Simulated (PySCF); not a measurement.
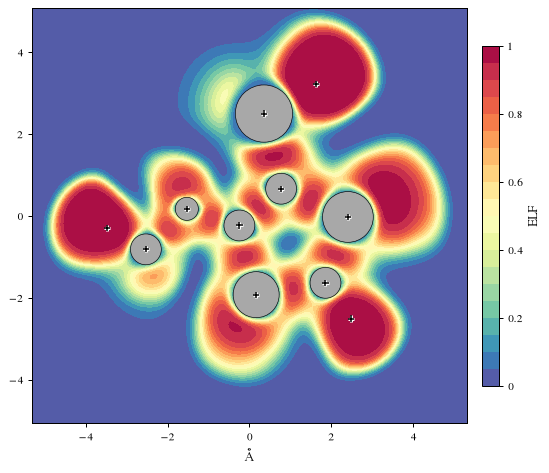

The ELF on a plane through atoms (crosses mark nuclei in the plane; grey discs cover the cores).

These are results of PySCF, PBE0/def2-SVPD, SCF density, gas phase, not measurements.

Candidates:
A. C6H6F4 (SMILES F[C@H]1C=C(CC(F)(F)F)C1)
B. C4H7OPSSi (SMILES COc1scpc1[SiH3])

Q: Which candidate gave the map?

A: Candidate B: C4H7OPSSi on the plane of atoms C3, C7 and P6, which holds C, O, S, P, Si and H. C–O (1.35 Å): the ELF peaks at about 0.90 between the atoms, as expected for a polar covalent bond. C–C (1.36 Å): the ELF peaks at about 0.95 between the atoms: a covalent bond.
